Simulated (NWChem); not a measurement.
**the pair CH2FNS···BH3, step by step**

Aim: a single-point energy (singlet CH5BFNS, CAM-B3LYP-D3(BJ)/STO-3G), then a single-point energy (singlet CH2FNS, CAM-B3LYP-D3(BJ)/STO-3G), then the energy (singlet BH3, CAM-B3LYP-D3(BJ)/STO-3G), then the energy (singlet CH2FNS, CAM-B3LYP-D3(BJ)/STO-3G), then a single-point energy (singlet BH3, CAM-B3LYP-D3(BJ)/STO-3G) of CH5BFNS and its partners. 

The calculation is run with NWChem 7.3.0.

## (1) The system as given

CH5BFNS: 10 atoms, total charge 0, spin state singlet. The two molecules were placed rigidly side by side, at 0.9 times their contact distance; the pair isn't optimised.

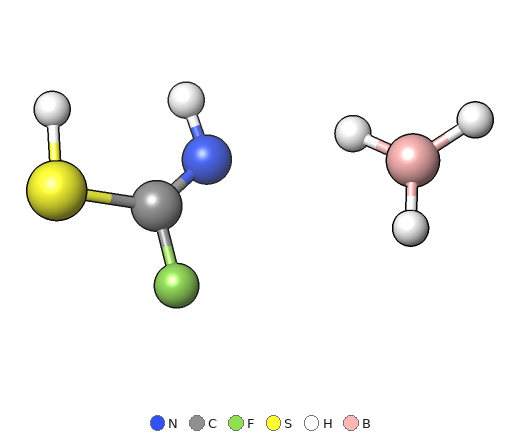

Viewed from a chosen angle; nitrogen blue, carbon grey, fluorine green, sulfur yellow, hydrogen white, boron pink.

## (2) The energy at CAM-B3LYP-D3(BJ)/STO-3G (run 1)

sp.nw reads:

```
start sp
title "CH5BFNS"
memory total 2200 mb

geometry units au noautosym nocenter noautoz
N      1.78367469    -0.23228514    -1.55603829
C      0.54741586    -0.84984763     0.34427031
F      1.29177898    -2.83954027     1.69315681
S     -2.18323839     0.36694702     1.81712285
H      1.07540534     1.29952686    -2.45781559
H     -2.51507429     2.25516136     0.15926612
B      8.37468037     0.52426672    -0.55291497
H      8.55178550    -0.82715202     1.24402561
H      6.36550466     0.85247435    -1.52357279
H     10.20678874     1.54778018    -1.37885756
end

basis "ao basis" spherical bse
* library STO-3G
end

dft
xc xcamb88 1.00 lyp 0.81 vwn_5 0.19 hfexch 1.00
cam 0.33 cam_alpha 0.19 cam_beta 0.46
disp vdw 4
grid fine
convergence energy 1e-08
direct
maxiter 100
mulliken
print low
end

task dft energy
```

Started as:

```
nwchem sp.nw > sp.out
```

What it wrote:

```text
[...]
 d= 0,ls=0.0,diis     1   -610.9356345135 -8.11D+02  5.58D-02  1.25D+00     0.6
[...]
 d= 0,ls=0.0,diis    10   -611.1427436945 -3.26D-09  2.47D-06  9.73D-10     4.3
         Total DFT energy =     -611.142743694496
      One electron energy =    -1242.535627334173
           Coulomb energy =      486.072929543533
    Exchange-Corr. energy =      -54.494996663000
 Nuclear repulsion energy =      199.819582522269
    Dispersion correction =       -0.004631763125
[...]
      Total Density - Mulliken Population Analysis
     ---------------------------------------------
    Atom       Charge   Shell Charges
 -----------   ------   -------------------------------------------------------
    1 N    7     7.36   2.00  1.64  3.72
    2 C    6     5.89   1.99  1.13  2.77
    3 F    9     9.06   2.00  1.94  5.12
    4 S   16    15.86   2.00  2.00  5.95  1.87  4.05
    5 H    1     0.82   0.82
    6 H    1     1.00   1.00
    7 B    5     4.89   1.99  1.06  1.84
    8 H    1     1.04   1.04
    9 H    1     1.02   1.02
   10 H    1     1.04   1.04
[...]
```

It took 5.1 s on 1 thread of Intel Xeon 6975P-C (Granite Rapids), shared host; peak memory 0.12 GiB.

## (3) CH2FNS: the energy at CAM-B3LYP-D3(BJ)/STO-3G (run 2)

ch2fns.nw reads:

```
start ch2fns
title "CH2FNS"
memory 2200 mb

geometry units bohr noautosym nocenter noautoz
  N    1.78367469  -0.23228514  -1.55603829
  C    0.54741586  -0.84984763   0.34427031
  F    1.29177898  -2.83954027   1.69315681
  S   -2.18323839   0.36694702   1.81712285
  H    1.07540534   1.29952686  -2.45781559
  H   -2.51507429   2.25516136   0.15926612
end

basis spherical bse
  * library STO-3G
end

dft
  xc xcamb88 1.00 lyp 0.81 vwn_5 0.19 hfexch 1.00
  cam 0.33 cam_alpha 0.19 cam_beta 0.46
  disp vdw 4
  grid fine
  convergence energy 1e-08
  direct
  maxiter 100
  mulliken
  print low
end

task dft energy
```

Started as:

```
nwchem ch2fns.nw > ch2fns.out
```

What it wrote:

```text
[...]
 d= 0,ls=0.0,diis     1   -584.6987422319 -7.40D+02  7.07D-02  1.15D+00     0.3
[...]
 d= 0,ls=0.0,diis     9   -584.8830298449 -9.26D-09  4.66D-06  1.07D-08     1.9
         Total DFT energy =     -584.883029844932
      One electron energy =    -1119.377484794060
           Coulomb energy =      428.423523661135
    Exchange-Corr. energy =      -49.317131475717
 Nuclear repulsion energy =      155.391146077566
    Dispersion correction =       -0.003083313856
[...]
      Total Density - Mulliken Population Analysis
     ---------------------------------------------
    Atom       Charge   Shell Charges
 -----------   ------   -------------------------------------------------------
    1 N    7     7.36   2.00  1.64  3.72
    2 C    6     5.89   1.99  1.13  2.77
    3 F    9     9.06   2.00  1.94  5.12
    4 S   16    15.86   2.00  2.00  5.95  1.87  4.05
    5 H    1     0.82   0.82
    6 H    1     1.00   1.00
[...]
```

Run time: 2.5 s. Hardware: 1 thread of Intel Xeon 6975P-C (Granite Rapids), shared host; peak memory 0.12 GiB.

## (4) BH3: the energy at CAM-B3LYP-D3(BJ)/STO-3G (run 3)

test.nw reads:

```
start test
memory 2200 mb

geometry units angstroms noautosym nocenter noautoz
B        4.431690       0.277430      -0.292590
H        4.525410      -0.437710       0.658310
H        3.368480       0.451110      -0.806240
H        5.401200       0.819050      -0.729660
end

basis spherical bse
B library STO-3G
H library STO-3G
end

dft
xc xcamb88 1.00 lyp 0.81 vwn_5 0.19 hfexch 1.00
cam 0.33 cam_alpha 0.19 cam_beta 0.46
disp vdw 4
grid fine
convergence energy 1e-08
direct
iterations 100
mulliken
print low
end

task dft energy
```

Started as:

```
nwchem test.nw > test.out
```

What it wrote:

```text
[...]
 d= 0,ls=0.0,diis     1    -26.2366006821 -3.37D+01  5.45D-02  9.76D-02     0.1
[...]
 d= 0,ls=0.0,diis     6    -26.2590387561 -1.28D-13  3.43D-09  2.59D-16     0.3
         Total DFT energy =      -26.259038756105
      One electron energy =      -49.023422669729
           Coulomb energy =       20.522968790061
    Exchange-Corr. energy =       -5.176881229780
 Nuclear repulsion energy =        7.418839547283
    Dispersion correction =       -0.000543193940
[...]
      Total Density - Mulliken Population Analysis
     ---------------------------------------------
    Atom       Charge   Shell Charges
 -----------   ------   -------------------------------------------------------
    1 B    5     4.88   1.99  1.06  1.84
    2 H    1     1.04   1.04
    3 H    1     1.04   1.04
    4 H    1     1.04   1.04
[...]
```

It took 0.86 s on 1 thread of Intel Xeon 6975P-C (Granite Rapids), shared host; peak memory 0.11 GiB.

## (5) CH2FNS among ghost functions: a single-point energy at CAM-B3LYP-D3(BJ)/STO-3G (with ghost functions) (run 4)

mymol.nw reads:

```
START mymol
memory stack 880 mb heap 220 mb global 1100 mb
charge 0

GEOMETRY units angstrom noautosym nocenter noautoz
   N     0.943880   -0.122920   -0.823420
   C     0.289680   -0.449720    0.182180
   F     0.683580   -1.502620    0.895980
   S    -1.155320    0.194180    0.961580
   H     0.569080    0.687680   -1.300620
   H    -1.330920    1.193380    0.084280
   bqB      4.431690     0.277430    -0.292590
   bqH      4.525410    -0.437710     0.658310
   bqH      3.368480     0.451110    -0.806240
   bqH      5.401200     0.819050    -0.729660
END

BASIS spherical bse
   N library STO-3G
   C library STO-3G
   F library STO-3G
   S library STO-3G
   H library STO-3G
   bqB library B STO-3G
   bqH library H STO-3G
END

DFT
   xc xcamb88 1.00 lyp 0.81 vwn_5 0.19 hfexch 1.00
   cam 0.33 cam_alpha 0.19 cam_beta 0.46
   disp vdw 4
   grid fine
   convergence energy 1e-08
   direct
   maxiter 100
   mulliken
   print low
END

TASK dft energy
```

Started as:

```
nwchem mymol.nw > mymol.out
```

What it wrote:

```text
[...]
 d= 0,ls=0.0,diis     1   -584.7000815373 -7.40D+02  5.40D-02  1.15D+00     0.5
[...]
 d= 0,ls=0.0,diis     9   -584.8842412735 -9.25D-09  3.56D-06  1.06D-08     3.8
         Total DFT energy =     -584.884241273454
      One electron energy =    -1119.348029703502
           Coulomb energy =      428.390070090185
    Exchange-Corr. energy =      -49.314355626863
 Nuclear repulsion energy =      155.391157280637
    Dispersion correction =       -0.003083313911
[...]
      Total Density - Mulliken Population Analysis
     ---------------------------------------------
    Atom       Charge   Shell Charges
 -----------   ------   -------------------------------------------------------
    1 N    7     7.36   2.00  1.64  3.72
    2 C    6     5.89   1.99  1.13  2.77
    3 F    9     9.06   2.00  1.94  5.12
    4 S   16    15.86   2.00  2.00  5.95  1.87  4.05
    5 H    1     0.82   0.82
    6 H    1     1.00   1.00
    7 X    0     0.00   0.00  0.00  0.00
    8 X    0     0.00   0.00
    9 X    0     0.00   0.00
   10 X    0     0.00   0.00
[...]
```

Wall time 4.5 s (1 thread of Intel Xeon 6975P-C (Granite Rapids), shared host); peak memory 0.12 GiB.

## (6) BH3 among ghost functions: the energy at CAM-B3LYP-D3(BJ)/STO-3G (with ghost functions) (run 5)

bh3.nw reads:

```
START bh3
memory stack 880 mb heap 220 mb global 1100 mb
GEOMETRY noautosym nocenter noautoz
  B        4.431690       0.277430      -0.292590
  H        4.525410      -0.437710       0.658310
  H        3.368480       0.451110      -0.806240
  H        5.401200       0.819050      -0.729660
  bqN      0.943880    -0.122920    -0.823420
  bqC      0.289680    -0.449720     0.182180
  bqF      0.683580    -1.502620     0.895980
  bqS     -1.155320     0.194180     0.961580
  bqH      0.569080     0.687680    -1.300620
  bqH     -1.330920     1.193380     0.084280
END
BASIS "ao basis" spherical bse
  B library STO-3G
  H library STO-3G
  bqN library N STO-3G
  bqC library C STO-3G
  bqF library F STO-3G
  bqS library S STO-3G
  bqH library H STO-3G
END
DFT
  xc xcamb88 1.00 lyp 0.81 vwn_5 0.19 hfexch 1.00
  cam 0.33 cam_alpha 0.19 cam_beta 0.46
  mult 1
  disp vdw 4
  grid fine
  convergence energy 1e-08
  direct
  maxiter 100
  mulliken
  noprint "final vectors analysis"
END
TASK dft energy
```

Started as:

```
nwchem bh3.nw > bh3.out
```

What it wrote:

```text
[...]
          Wavefunction type:  closed shell.
          No. of atoms     :    10
          No. of electrons :     8
[...]
          Charge           :     0
          Spin multiplicity:     1
[...]
          AO basis - number of functions:    34
[...]
              XC Information
              --------------
                     Hartree-Fock (Exact) Exchange  1.000
                   CAM-Becke88 Exchange Functional  1.000
                      VWN V Correlation Functional  0.190 local
              Lee-Yang-Parr Correlation Functional  0.810
[...]
 d= 0,ls=0.0,diis     1    -26.2367055530 -3.37D+01  1.28D-02  9.77D-02     0.4
[...]
 d= 0,ls=0.0,diis     6    -26.2591764958 -3.41D-13  2.35D-09  4.22D-15     1.9
         Total DFT energy =      -26.259176495829
      One electron energy =      -49.021473285577
           Coulomb energy =       20.520387890854
    Exchange-Corr. energy =       -5.176387454449
 Nuclear repulsion energy =        7.418839547283
    Dispersion correction =       -0.000543193940
[...]
      Total Density - Mulliken Population Analysis
     ---------------------------------------------
    Atom       Charge   Shell Charges
 -----------   ------   -------------------------------------------------------
    1 B    5     4.88   1.99  1.06  1.84
    2 H    1     1.04   1.04
    3 H    1     1.04   1.04
    4 H    1     1.04   1.04
    5 X    0     0.00   0.00  0.00  0.00
    6 X    0     0.00   0.00  0.00  0.00
    7 X    0     0.00   0.00  0.00  0.00
    8 X    0     0.00   0.00  0.00 -0.00  0.00  0.00
    9 X    0     0.00   0.00
   10 X    0     0.00   0.00
[...]
```

It took 2.5 s on 1 thread of Intel Xeon 6975P-C (Granite Rapids), shared host; peak memory 0.12 GiB.

## (7) Summary of results

| quantity | value |
| --- | --- |
| run 1, CAM-B3LYP-D3(BJ)/STO-3G: total energy | -611.14274 Eh |
| run 1, CAM-B3LYP-D3(BJ)/STO-3G: dispersion energy | -12.16 kJ/mol |
| CH2FNS: total energy | -584.88303 Eh |
| CH2FNS: dispersion energy | -8.10 kJ/mol |
| BH3: total energy | -26.25904 Eh |
| BH3: dispersion energy | -1.43 kJ/mol |
| CH2FNS among ghost functions: total energy | -584.88424 Eh |
| CH2FNS among ghost functions: dispersion energy | -8.10 kJ/mol |
| BH3 among ghost functions: total energy | -26.25918 Eh |
| BH3 among ghost functions: dipole moment | 0.01 D |
| BH3 among ghost functions: dispersion energy | -1.43 kJ/mol |
| interaction energy of the rigid parts CH2FNS and BH3 (parts in their own basis; closest atoms 2.49 Å apart) | -0.018 eV |
| interaction energy of the rigid parts CH2FNS and BH3 (parts in the whole basis, counterpoise; closest atoms 2.49 Å apart) | 0.018 eV |

What this shows: The interaction energy of the rigid parts CH2FNS and BH3 (parts in their own basis; closest atoms 2.49 Å apart) is −0.02 eV (−0.4 kcal/mol). Without counterpoise this holds the superposition error of the basis. The interaction energy of the rigid parts CH2FNS and BH3 (parts in the whole basis, counterpoise; closest atoms 2.49 Å apart) is 0.02 eV (0.4 kcal/mol). The basis-set superposition error is 3.5 kJ/mol. It is larger than the uncorrected attraction, which is thus an artefact of the basis.
